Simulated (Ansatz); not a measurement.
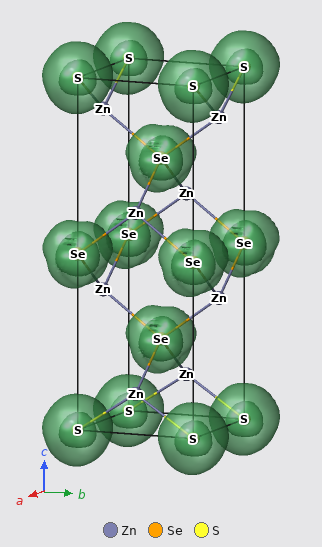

Zn4Se3S. Isosurface of the electron localisation function at 0.75 (green), seen slightly off an axis. Core shells and regions of very low density are left out. Sticks mark near contacts.

Space group P-4m2; a structure generated by program, which may or may not match a known phase.

These are results of DFT PBE, scalar-relativistic, plane waves, PAW (Ansatz), not measurements.

Input file:

```
crystal:
  lattice:
    - [4.0030812, 0.0, 0.0]
    - [0.0, 4.0030812, 0.0]
    - [0.0, 0.0, 11.3161736]
  atoms:
    - { symbol: Zn, position: [0.5, 0.0, 0.884843] }
    - { symbol: Zn, position: [0.0, 0.5, 0.115157] }
    - { symbol: Zn, position: [0.5, 0.0, 0.371565] }
    - { symbol: Zn, position: [0.0, 0.5, 0.628435] }
    - { symbol: Se, position: [0.5, 0.5, 0.243421] }
    - { symbol: Se, position: [0.0, 0.0, 0.5] }
    - { symbol: Se, position: [0.5, 0.5, 0.756579] }
    - { symbol: S, position: [0.0, 0.0, 0.0] }
basis:
  ecutwfc: 420
kpoints:
  mp_grid: { grid: [8, 8, 4] }
hamiltonian:
  xc: pbe
scf:
  occupations: { method: gaussian, width: 0.02 }
output:
  forces: true
  stress: true
  eigenvalues: true
  write_density: true
  write_potential: true
  elf: true
  volumetric_format: npy
relax:
  adjacent_minimum: "off"
  f_tol: 0.01
  max_steps: 80
  cell: { stress_tol: 0.05 }
```

Launched as:

```sh
ansatz run input.yaml --threads 4 --pin off --max-ram 8192MiB --backend cpu --events-out ev --progress --plain --runs-dir out
```

Below, planes, directions and counts refer to the conventional cell (a = 4.00 Å, b = 4.00 Å, c = 11.32 Å, α = 90.00°, β = 90.00°, γ = 90.00°).

Q: What do the ELF domains correspond to?

A: At this value the surface marks out one region wrapped around S (its valence shell) and three regions wrapped around Se (the valence shell of each), counted in one cell of 8 atoms. Regions shared between cells count once. Profiles from the grid: Zn–S (2.39 Å): the ELF peaks at about 0.90 in the valence shell of S, 0.8 Å from its nucleus, and is about 0.55 at the midpoint. Zn–Se (2.47 Å): the ELF is about 0.60 at the midpoint.
